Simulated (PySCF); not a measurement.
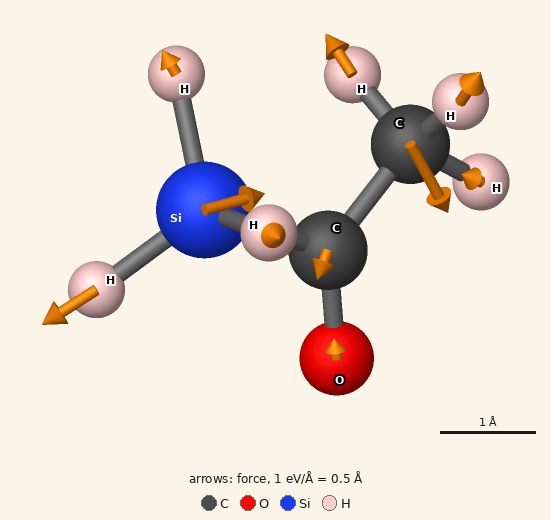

Starting geometry of C₂H₆OSi with the computed forces as orange arrows. The picture is a ball-and-stick view, seen from a free direction.

The start comes from GFN2-xTB. Its atoms were then displaced at random by about 0.01 Å.

Theory: PBE0-D3(BJ)/def2-SVP geometry optimisation, gas phase (PySCF). 

Is this structure relaxed? If not, where do the atoms go?

It isn't relaxed: the largest force vector, on a C atom, is 1.97 eV/Å. The final displacements have little in common with the starting forces (cosine between the two patterns 0.09). The atom that moves furthest after the best rigid fit is an H atom (0.30 Å). Largest moves by element: H 0.30 Å, O 0.23 Å, C 0.09 Å, Si 0.03 Å. Some distances before and after: H–Si 1.424 → 1.490 Å, H–Si 1.456 → 1.493 Å, C–H 1.072 → 1.103 Å, C–H 1.119 → 1.099 Å. Among the angles between lasting bonds that change: C–Si–H 106.1° → 112.7°, H–Si–H 113.7° → 110.0°, H–C–H 110.1° → 106.5°. The energy falls by 0.144 eV in 10 geometry steps.
